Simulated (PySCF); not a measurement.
## Electronic structure of SiS (charge +1, doublet) in real space

```csv
atom,x (Å),y (Å),z (Å)
Si,0.0000,0.0000,-1.1072
S,0.0000,0.0000,0.9688
```

Computed with PBE0/def2-TZVPPD, non-relativistic Hamiltonian with scalar-relativistic core potentials where named, at a bond length of 2.076 Å (PySCF 2.14.0).

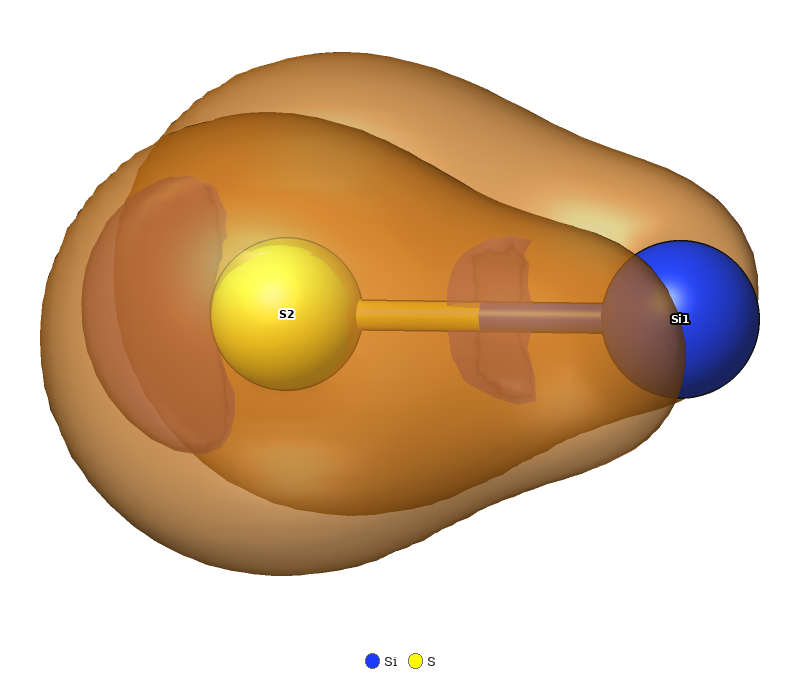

Figure 1. Isosurfaces of the spin density (α minus β) at +0.015 (orange) and −0.015 e/Å³ (purple), seen from one side.

### Describe the spin distribution.

The unpaired spin (1 electron) lies mostly on S2 (about 0.9) and Si1 (about 0.1), in electrons by Hirshfeld's partition.

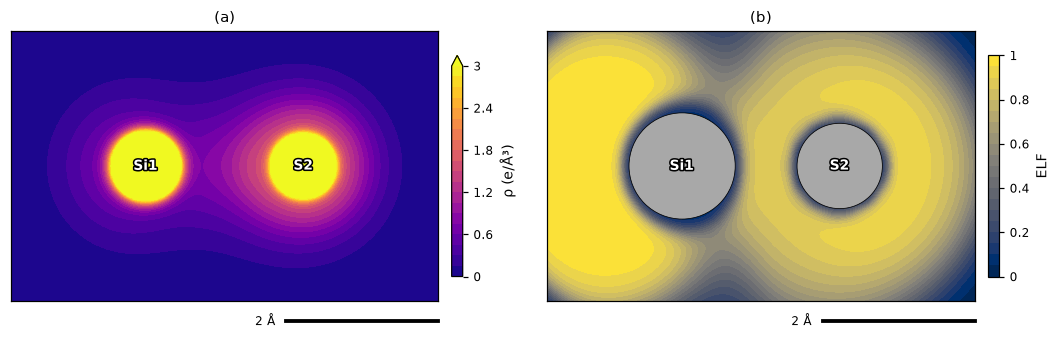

Figure 2. (a) total electron density; (b) ELF on a plane that holds the molecular axis. Grey discs cover the atomic cores in the ELF map.

### What does the map show?

- The section cuts through Si and S sites.
- Si–S (2.08 Å): ρ is about 0.94 e/Å³ halfway; the ELF peaks at about 0.90 between the atoms, as expected for a covalent bond.
- The ELF also peaks beside S2 and Si1, away from the bonds: non-bonding electrons, paired or unpaired.
